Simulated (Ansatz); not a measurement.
# Scan of one atom of the cell for Au (fcc, Cu type)

Au (fcc, Cu type)

```
Au
1.0
    4.12402     0.00000     0.00000
    0.00000     4.12402     0.00000
    0.00000     0.00000     4.12402
Au
4
Cartesian
  0.00000   0.00000   0.00000
  2.06201   2.06201   0.00000
  2.06201   0.00000   2.06201
  0.00000   2.06201   2.06201
```

In this cell atom 3 (Au, nearest neighbour Au at 2.916 Å; its periodic images, 4.1 Å or more away, move with it) is moved by s towards the nearest neighbour, unit vector (-0.707, 0.707, 0.000); all other atoms and the cell stay fixed.

These are r2SCAN (plane waves to 500 eV, PAW, scalar-relativistic; Ansatz, a first-principles code) values and carry that method's errors. k mesh 9×9×9 (Γ-centred), Fermi-Dirac smearing 0.05 eV. E stands for the smeared free energy. With partly filled bands, energies and forces of such displacements shift with the k mesh and the smearing. On this mesh the relaxed cell isn't quite at rest: it carries a pressure of -0.1 GPa (compression positive) at the zero of the scan. Au was relaxed with its symmetry unable to fall. Spin-orbit coupling is left out, though Au is heavy. The PAW data are Ansatz's earlier set. The zero of ΔE is the undisplaced structure.

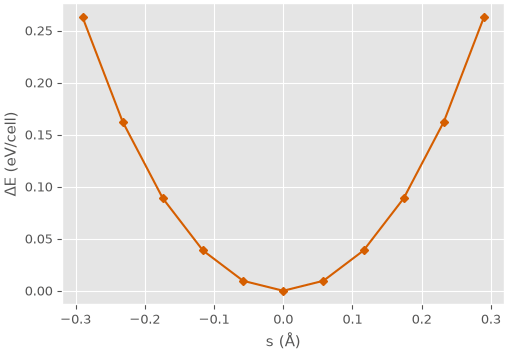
Figure: ΔE (eV/cell) against s (Å); one marker a computed point.

The energy at s = 0.290 Å is 263 meV/cell. The force constant k = d²E/ds² at s = 0 (finite differences) is 5.66 eV/Å² and the force along the line at s = -0.290 Å is 1.99 eV/Å. Symmetry of the curve: even: the same for both signs. Shape of the curve: a single well with its minimum at or next to zero displacement.

With its periodic images moving along, the atom's site symmetry in this cell is m-3m.

(For displaced atoms, the force is minus the slope of the energy, and its curvature is a force constant, which sets phonon frequencies.)
